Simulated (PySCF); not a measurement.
Run report: S₂F₂, polarizability calculation

S₂F₂ (Thio-thionyl fluoride), SMILES FS(F)=S, computed with CAM-B3LYP/cc-pVDZ, RKS (PySCF 2.14.0).

The run did not end well. The geometry comes from this level: PBE0-D4/def2-TZVP.

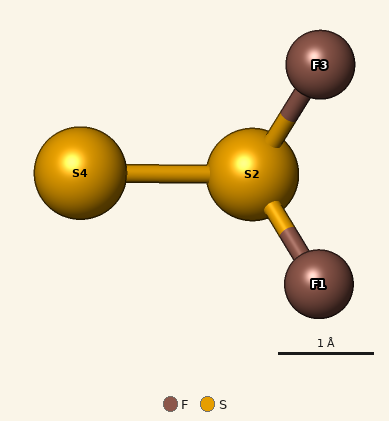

Figure 1. The input geometry (ball-and-stick view, seen at a tilt; atoms are numbered from 1 in the order of the input). Bond lengths as drawn: F–S 1.61 Å and S–S 1.86 Å.

## The input (calc.py)
```python
import numpy
from pyscf import gto, dft
from pyscf.prop.polarizability import rks

mol = gto.M(
    atom=[
    ('F', (0.734930, 0.336790, 1.199050)),
    ('S', (-0.480890, -0.090070, 0.240730)),
    ('F', (0.313460, -1.382440, -0.286190)),
    ('S', (-0.567510, 1.135710, -1.153590)),
],
    verbose=4,
    max_memory=40,
    charge=0,
    basis='cc-pvdz',
)

mf = dft.RKS(mol)
mf.xc = 'cam-b3lyp'
mf.max_cycle = 60
mf.conv_tol = 1e-08
mf.direct_scf_tol = 1e-05
mf.grids.level = 4
mf.kernel()

energy = mf.e_tot
print('Final energy', energy)
pol = rks.Polarizability(mf)
alpha = pol.polarizability()
print('isotropic polarizability %.4f bohr^3' % (numpy.trace(alpha) / 3))
alpha_w = pol.polarizability_with_freq(freq=0.0774)
```

Launch command:
```bash
OMP_NUM_THREADS=1 python calc.py
```

## The program's output
```
PySCF version 2.14.0

[INPUT] num. atoms = 4
[INPUT] num. electrons = 50
[INPUT] charge = 0
[INPUT] spin (= nelec alpha-beta = 2S) = 0
[INPUT] symmetry False subgroup None
[INPUT] Mole.unit = angstrom
[INPUT] Symbol           X                Y                Z      unit          X                Y                Z       unit  Magmom
[INPUT]  1 F      0.734930000000   0.336790000000   1.199050000000 AA    1.388816420727   0.636440861492   2.265876109660 Bohr   0.0
[INPUT]  2 S     -0.480890000000  -0.090070000000   0.240730000000 AA   -0.908750396042  -0.170207632040   0.454913769967 Bohr   0.0
[INPUT]  3 F      0.313460000000  -1.382440000000  -0.286190000000 AA    0.592353551006  -2.612432983644  -0.540820719589 Bohr   0.0
[INPUT]  4 S     -0.567510000000   1.135710000000  -1.153590000000 AA   -1.072438472952   2.146180856930  -2.179969160037 Bohr   0.0

nuclear repulsion = 240.671041824325
number of shells = 20
number of NR pGTOs = 134
number of NR cGTOs = 64
basis = cc-pvdz
ecp = {}

******** <class 'pyscf.dft.rks.RKS'> ********
method = RKS
initial guess = minao
damping factor = 0
level_shift factor = 0
DIIS = <class 'pyscf.scf.diis.CDIIS'>
diis_start_cycle = 1
diis_space = 8
diis_damp = 0
SCF conv_tol = 1e-08
SCF conv_tol_grad = None
SCF max_cycles = 60
direct_scf = True
direct_scf_tol = 1e-05
XC library pyscf.dft.libxc version 7.0.0
    S. Lehtola, C. Steigemann, M. J.T. Oliveira, and M. A.L. Marques.,  SoftwareX 7, 1–5 (2018)
XC functionals = cam-b3lyp
    T. Yanai, D. P. Tew, and N. C. Handy.,  Chem. Phys. Lett. 393, 51 (2004)
radial grids:
    Treutler-Ahlrichs [JCP 102, 346 (1995); DOI:10.1063/1.469408] (M4) radial grids

becke partition: Becke, JCP 88, 2547 (1988); DOI:10.1063/1.454033
pruning grids: <function nwchem_prune>
grids dens level: 4
symmetrized grids: False
atomic radii adjust function: <function treutler_atomic_radii_adjust>
small_rho_cutoff = 0
Set gradient conv threshold to 0.0001
Initial guess from minao.
tot grids = 115056
init E= -996.699401030811
  HOMO = -0.300600199161224  LUMO = -0.0739849899429532  gap/eV = 6.16651
cycle= 1 E= -995.843322755176  delta_E= 0.856  |g|= 0.835  |ddm|=  2.2
  HOMO = -0.334776372468389  LUMO = -0.0809804719844482  gap/eV = 6.90614
cycle= 2 E= -995.735970806771  delta_E= 0.107  |g|= 1.14  |ddm|= 1.27
  HOMO = -0.338420051742067  LUMO = -0.0287993613159201  gap/eV = 8.42521
cycle= 3 E= -995.986639250414  delta_E= -0.251  |g|= 0.0322  |ddm|= 0.731
  HOMO = -0.337011273828174  LUMO = -0.0258251493225923  gap/eV = 8.46781
cycle= 4 E= -995.986856447443  delta_E= -0.000217  |g|= 0.0116  |ddm|= 0.0385
  HOMO = -0.336940706282736  LUMO = -0.0261846191069974  gap/eV = 8.45610
cycle= 5 E= -995.986864110206  delta_E= -7.66e-06  |g|= 0.00621  |ddm|= 0.0168
  HOMO = -0.337378624499846  LUMO = -0.0257222854079013  gap/eV = 8.48060
cycle= 6 E= -995.986816353373  delta_E= 4.78e-05  |g|= 0.00198  |ddm|= 0.00804
  HOMO = -0.33720134695109  LUMO = -0.0257596953528658  gap/eV = 8.47476
cycle= 7 E= -995.98702762327  delta_E= -0.000211  |g|= 0.00104  |ddm|= 0.00437
  HOMO = -0.337194416123316  LUMO = -0.0257398690693598  gap/eV = 8.47511
cycle= 8 E= -995.98747271194  delta_E= -0.000445  |g|= 0.00184  |ddm|= 0.00259
  HOMO = -0.337201287395565  LUMO = -0.0257643010221633  gap/eV = 8.47463
cycle= 9 E= -995.986926524258  delta_E= 0.000546  |g|= 0.00197  |ddm|= 0.00173
  HOMO = -0.337186332919274  LUMO = -0.0258293885702172  gap/eV = 8.47245
cycle= 10 E= -995.986360166948  delta_E= 0.000566  |g|= 0.00143  |ddm|= 0.00303
  HOMO = -0.337186101620444  LUMO = -0.0258433216545724  gap/eV = 8.47207
[... cycles 11 to 50 left out ...]
cycle= 51 E= -995.986016622854  delta_E= 0.000371  |g|= 0.000744  |ddm|= 0.00201
  HOMO = -0.337171934738967  LUMO = -0.0259145204872904  gap/eV = 8.46975
cycle= 52 E= -995.985497771867  delta_E= 0.000519  |g|= 0.00108  |ddm|= 0.000593
  HOMO = -0.337157063724965  LUMO = -0.0259040245560733  gap/eV = 8.46963
cycle= 53 E= -995.9855695948  delta_E= -7.18e-05  |g|= 0.00116  |ddm|= 0.000792
  HOMO = -0.337158411270523  LUMO = -0.0258980380783846  gap/eV = 8.46983
cycle= 54 E= -995.986289812456  delta_E= -0.00072  |g|= 0.00115  |ddm|= 0.00106
  HOMO = -0.337157432024376  LUMO = -0.0258981117247186  gap/eV = 8.46980
cycle= 55 E= -995.986248081095  delta_E= 4.17e-05  |g|= 0.00128  |ddm|= 0.000598
  HOMO = -0.33719492570157  LUMO = -0.0259366416340336  gap/eV = 8.46977
cycle= 56 E= -995.986004109896  delta_E= 0.000244  |g|= 0.00154  |ddm|= 0.00195
  HOMO = -0.337212883764844  LUMO = -0.0259574882764833  gap/eV = 8.46969
cycle= 57 E= -995.986187030807  delta_E= -0.000183  |g|= 0.00173  |ddm|= 0.000893
  HOMO = -0.337200256173286  LUMO = -0.0259438206933531  gap/eV = 8.46972
cycle= 58 E= -995.98576585942  delta_E= 0.000421  |g|= 0.0021  |ddm|= 0.00159
  HOMO = -0.337193118910346  LUMO = -0.0259310372744221  gap/eV = 8.46987
cycle= 59 E= -995.985605189933  delta_E= 0.000161  |g|= 0.00237  |ddm|= 0.00114
  HOMO = -0.337183864322958  LUMO = -0.0259227122690047  gap/eV = 8.46985
cycle= 60 E= -995.985647866417  delta_E= -4.27e-05  |g|= 0.00225  |ddm|= 0.00328
```

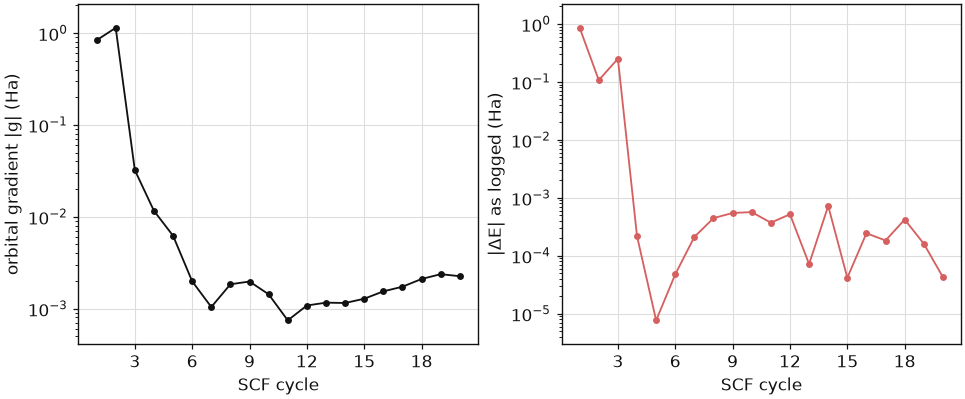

Figure 2. Convergence of the self-consistent field: orbital gradient |g| and size of the energy change against the SCF cycle. All cycles printed in the log are drawn one after another.

```
SCF not converged.
SCF energy = -995.985647866417
Final energy -995.9856478664171
RuntimeError: Krylov solver failed to converge.
```

## Outcome

- outcome: ended with an error
- total energy: −995.985648 hartree
- basis functions: 64
- HOMO: −9.18 eV
- LUMO: −0.71 eV
- dipole moment: 1.28 D
- hardware: 1 thread of Arm Neoverse V2, 24 GiB of memory available, shared host
- wall time: 59 s
- peak memory: 0.36 GiB

## What went wrong

The run ended with an error: “RuntimeError”
